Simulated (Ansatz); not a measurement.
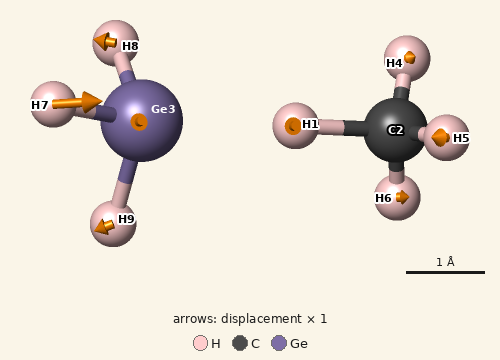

A constrained relaxation of CH₇Ge (multiplicity 2). The starting structure is drawn; orange arrows show the displacements, at their true length. The two geometries are superimposed by the best rigid fit.

A ball-and-stick model, seen at a tilt.

The reaction that was planned forms H1–Ge3 and breaks H1–C2 (atoms numbered from 1 in input order).

These are results of UKS PBE0-D4/def2-SVP in Ansatz 0.2.0, not measurements. Set-up: held fixed: the distance between atoms 1 (H) and 3 (Ge), the distance between atoms 1 (H) and 2 (C), counting from 1; force threshold 0.04 eV/Å; at most 150 steps.

### Describe the change and its energy.

H7 moves most after the best rigid fit: 0.67 Å. Largest moves by element: H 0.67 Å, Ge 0.26 Å, C 0.05 Å. Near-neighbour distances that change, for instance: C2–H4 1.078 → 1.096 Å, Ge3–H8 1.528 → 1.542 Å, Ge3–H7 1.537 → 1.543 Å. Among the angles between lasting bonds that change: H8–Ge3–H9 101.9° → 110.0°, H7–Ge3–H8 103.1° → 110.2°. After 6 geometry steps the energy has fallen by 17.1 kJ/mol. Largest force component: 0.65 eV/Å at the start, 0.0073 eV/Å at the end.
